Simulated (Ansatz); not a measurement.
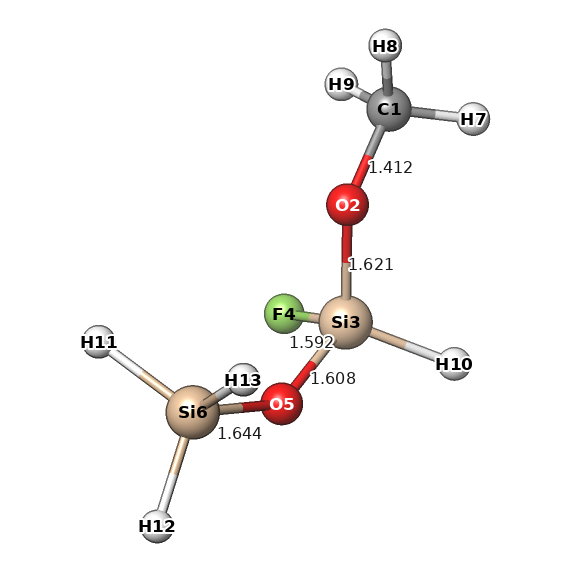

Bond lengths are marked in Å; every bond is drawn as one stick. The computed structure is the end point of a PBE0-D4/def2-TZVP optimisation. No frequency run is at hand to confirm it as a minimum.

> Assign a bond order to each marked bond.

C1–O2 single; O2–Si3 single; Si3–F4 single; Si3–O5 single; O5–Si6 single.

> Give the structure as SMILES.

CO[Si@H](F)O[SiH3]
